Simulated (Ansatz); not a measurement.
**A computed series for hypothetical P6_3/mmc SiS2: response to strain**

The parent structure is SiS2 in the 2H-MoS2 type structure (space group P6_3/mmc, No. 194; a = 3.224 Å, c = 12.153 Å; a hypothetical phase, not in the database extracts checked; layered, stacked along the Cartesian z axis). Axes: x lies along a and z along c of the hexagonal cell.

Strains are applied to the cell and any free atomic positions relax; under biaxial strain the out-of-plane vector relaxes too.

Level of theory: Ansatz (an electronic-structure program), r2SCAN+rVV10, PAW, cutoff 500 eV, spin-orbit coupling left out.

Notes on the quantities. pressure: mean of the normal stresses, compression positive.

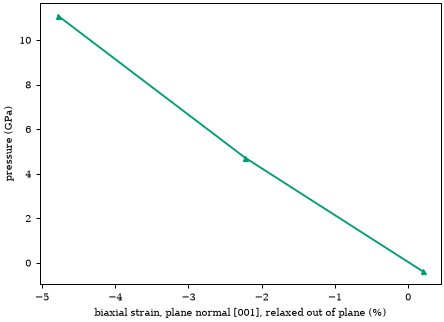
Pressure against biaxial strain, plane normal [001], relaxed out of plane

From the plot, what is the pressure for biaxial strain +0.20 %, plane normal [001], relaxed out of plane?

About -0.4 GPa.

Is the trend monotonic over the range shown?

Yes, it falls throughout, spanning -0.4 GPa to 11.1 GPa.

Stability against distortions was not tested. All final runs are without spin polarisation.
